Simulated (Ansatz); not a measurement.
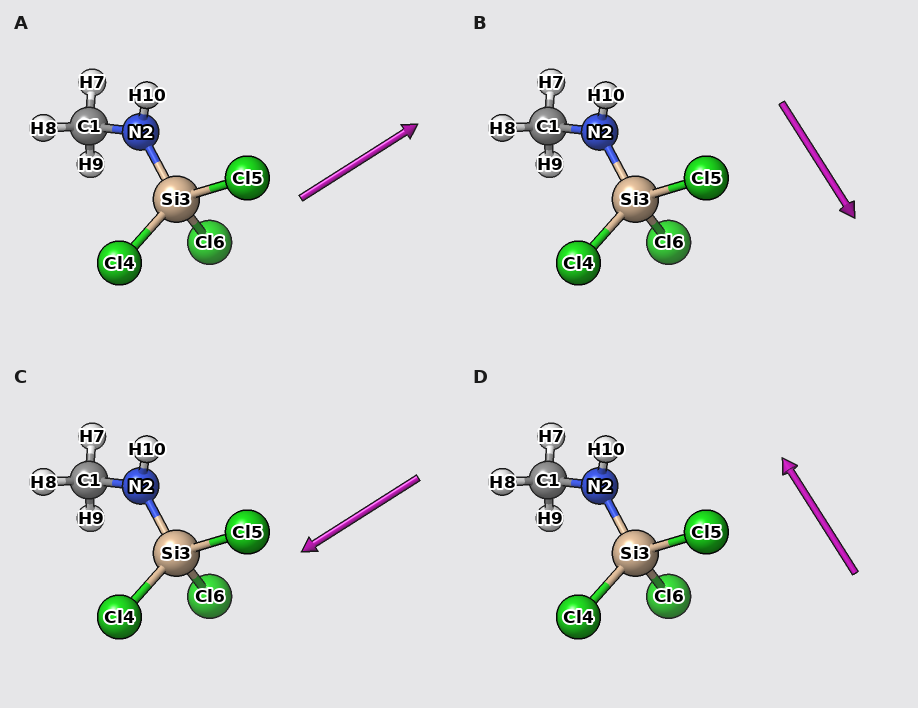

The same molecule four times, each with an arrow. The geometry was computed by an optimisation with PBE0-D4/def2-TZVP. Properties computed with RKS r2SCAN-D4/def2-TZVPP (Ansatz 0.2.0).

> Which arrow points along the dipole moment, from the negative to the positive end?

D. The dipole moment is 2.60 D; it points from the side of Cl6 to the side of H7 (the outermost atoms at the two ends).
